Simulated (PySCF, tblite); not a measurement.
**C₄H₁₀B₂N₂: geometry, infrared bands and NMR shifts**

Aim: predict the infrared bands and NMR shifts of C₄H₁₀B₂N₂ (`C#CB(N)NB(C)C`).

Computed with tblite 0.8.0 and PySCF 2.14.0, with density-fitted response routines of our own, on a single molecule in the gas phase. Atoms count from 0, in the outputs and in this text.

**1. The molecule as given**

18 atoms, charge 0, multiplicity 1; geometry from: force field or distance geometry start.

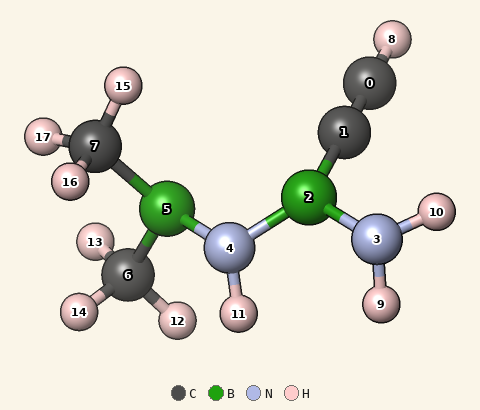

The starting geometry (carbon dark grey, boron green, nitrogen light blue, hydrogen pink), atoms numbered.

**2. Geometry optimisation with GFN2-xTB**

What the job is given:

```
{"job": {"kind": "relax", "xc": "GFN2-xTB", "basis": "xTB"}, "charge": 0, "multiplicity": 1}
C     -2.128000     1.473900     1.663200
C     -1.838500     0.970000     0.611900
B     -1.414700     0.287500    -0.707700
N     -2.574800    -0.151800    -1.619000
N     -0.146500    -0.473300    -0.842000
B      0.938200    -0.099500     0.143700
C      1.692500    -1.343000     0.811500
C      1.956400     1.050400    -0.332900
H     -2.390500     1.919900     2.604000
H     -2.589400    -1.211300    -1.581700
H     -3.472800     0.160900    -1.181900
H     -0.253900    -1.511800    -0.931800
H      0.983300    -2.157000     1.058500
H      2.300100    -1.040200     1.693500
H      2.380500    -1.716600     0.022800
H      1.463900     2.036700    -0.372700
H      2.232100     0.771700    -1.374500
H      2.853300     1.039800     0.323400
```

On the command line:

```sh
> OMP_NUM_THREADS=1 python probes_run.py task.json out
```

The driver reads the jobs from task.json and runs them one after another.

**Question.** This job is followed by: GFN2-xTB harmonic vibrations, gas phase; GIAO PBE0/pcSseg-1 NMR shielding, non-relativistic, gas phase. What will the session give for the following? strongest single infrared mode (GFN2-xTB); zero-point energy (GFN2-xTB); ¹³C shifts against TMS (PBE0/pcSseg-1, means over atoms taken as alike); ¹H shifts against TMS (PBE0/pcSseg-1, means over atoms taken as alike); ¹¹B shifts against BF3·OEt2 (PBE0/pcSseg-1); ¹⁵N shifts against NH3 (PBE0/pcSseg-1); surface potential, least and greatest.

As calculated:

```
                                                               quantity                       value
                              strongest single infrared mode (GFN2-xTB)       1407 cm⁻¹, 545 km/mol
                                           zero-point energy (GFN2-xTB)               90.0 kcal/mol
¹³C shifts against TMS (PBE0/pcSseg-1, means over atoms taken as alike)        101.8, 93.0, 9.8 ppm
 ¹H shifts against TMS (PBE0/pcSseg-1, means over atoms taken as alike)  5.02, 3.04, 2.21, 0.62 ppm
                            ¹¹B shifts against BF3·OEt2 (PBE0/pcSseg-1)              52.2, 19.8 ppm
                                 ¹⁵N shifts against NH3 (PBE0/pcSseg-1)             152.6, 90.0 ppm
                                  surface potential, least and greatest          -0.89 V and 1.82 V
```

**Reading.** Relaxing lowered the energy by 2.060 eV in 203 steps; the close pair that moved most is B2–N3, from 1.539 to 1.401 Å. No mode is imaginary among the 48: a minimum at this level. The strongest single mode, at 1407 cm⁻¹, has its largest shares on N4, H11, B5 and B2 (the list is cut at 4 atoms). GFN2-xTB is a fitted tight-binding method: band positions and strengths are rough. Its intensities can rank the bands wrongly. At PBE0/pcSseg-1: Shielding is most anisotropic at C1 (span 304 ppm, paramagnetic term -163 ppm). By nearest atom (PBE0/pcSseg-1), the HOMO sits on N3 44 %; N4 20 % and the LUMO on B2 26 %; C0 20 %.
